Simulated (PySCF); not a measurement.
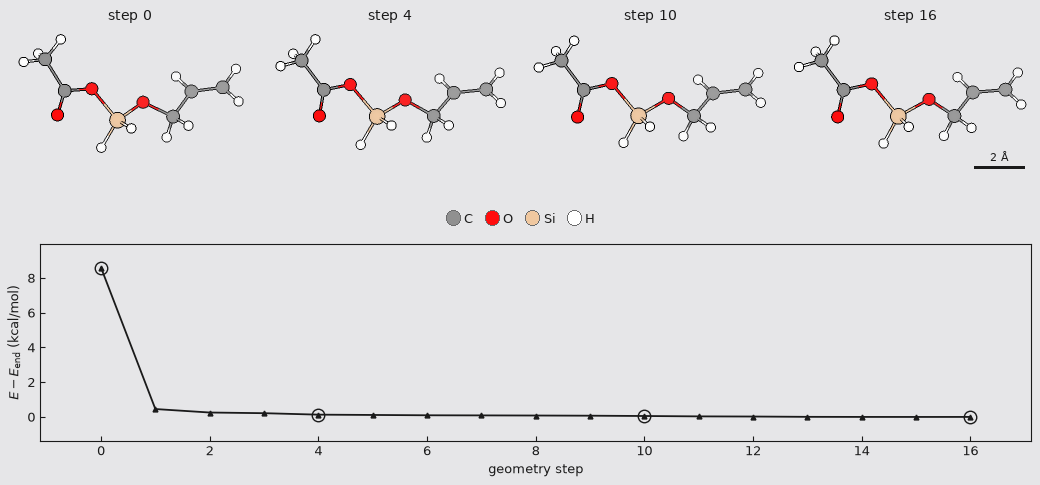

Frames of a relaxation of C$_{5}$H$_{10}$O$_{3}$Si, marked on the history of the run. A ball-and-stick model, seen at a tilt.

The start comes from GFN2-xTB. Its atoms were then displaced at random by about 0.01 Å.

These are results of PySCF 2.14.0, density-fitted response routines, PBE0-D3(BJ)/def2-SVP geometry optimisation, gas phase, not measurements. 

**What happens along the run?**

Over 16 geometry steps the energy falls by 8.60 kcal/mol. The atom that moves furthest after the best rigid fit is an O atom (0.34 Å). By element the largest moves are O 0.34 Å, H 0.33 Å, C 0.20 Å, Si 0.18 Å. Some distances before and after: O–Si 1.588 → 1.652 Å, O–Si 1.658 → 1.709 Å, C–C 1.286 → 1.332 Å, H–Si 1.442 → 1.488 Å. Bond angles that change, for instance: Si–O–C 121.1° → 115.6°, O–Si–O 96.0° → 101.1°, H–C–H 113.8° → 117.0°. From step 0 to 4: an H atom moves most (0.26 Å), energy −8.47 kcal/mol. From step 4 to 10: an O atom moves most (0.27 Å), energy −0.08 kcal/mol. From step 10 to 16: an H atom moves most (0.15 Å), energy −0.05 kcal/mol.

```json
{"step": "0", "E − E(0), kcal/mol": "0.00"}
{"step": "1", "E − E(0), kcal/mol": "-8.14"}
{"step": "2", "E − E(0), kcal/mol": "-8.34"}
{"step": "3", "E − E(0), kcal/mol": "-8.38"}
{"step": "4", "E − E(0), kcal/mol": "-8.47"}
{"step": "5", "E − E(0), kcal/mol": "-8.48"}
{"step": "6", "E − E(0), kcal/mol": "-8.50"}
{"step": "7", "E − E(0), kcal/mol": "-8.51"}
{"step": "8", "E − E(0), kcal/mol": "-8.52"}
{"step": "9", "E − E(0), kcal/mol": "-8.53"}
{"step": "10", "E − E(0), kcal/mol": "-8.54"}
{"step": "11", "E − E(0), kcal/mol": "-8.57"}
{"step": "12", "E − E(0), kcal/mol": "-8.58"}
{"step": "13", "E − E(0), kcal/mol": "-8.59"}
{"step": "14", "E − E(0), kcal/mol": "-8.60"}
{"step": "15", "E − E(0), kcal/mol": "-8.60"}
{"step": "16", "E − E(0), kcal/mol": "-8.60"}
```
